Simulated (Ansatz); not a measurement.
Start from BaNaIrH$_{6}$ (space group F-43m, No. 216; a = 7.709 Å; a cell from a computed database, its experimental status unchecked).

Now apply this change: an isotropic linear strain of +4.93 %, atoms relaxed at fixed cell.

Level of theory: PBEsol (Ansatz, a program for electronic structure, PAW, no spin-orbit coupling).

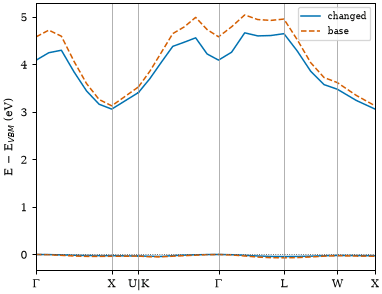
Figure: Highest valence and lowest conduction band along the path, each from its own valence-band maximum

The gap is 3.06 eV, indirect, Γ → X; the base has 3.13 eV.

With Ir present, leaving out spin-orbit coupling can change the band edges. No phonon test of stability was made.
